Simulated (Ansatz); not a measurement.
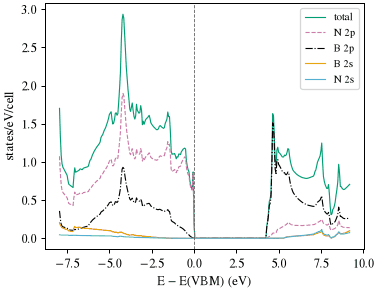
*Total and projected density of states of BN in space group P6_3/mmc (No. 194; B on 2c, N on 2d), plane-wave PAW PBE+D3(BJ) (Ansatz code)*

Task: Which orbitals carry the states next to the gap?

Result: Top 1 eV of the valence band: N 2p 90 %, B 2p 9 %. Bottom 1 eV of the conduction band: B 2p 88 %, N 2p 8 %. Projections are on Löwdin-orthogonalised atomic valence shells; empty p or d shells of many metals are not among them.

Task: Where is the tallest occupied peak in this window, and what makes it?

Result: Near -4.2 eV, about 2.9 states/eV per cell; the largest projected share is N 2p.

The cell was relaxed with PBE+D3(BJ) under the symmetry of its start; phonons on a q-mesh show no instability.

Potentials: the later of the program's two PAW sets.
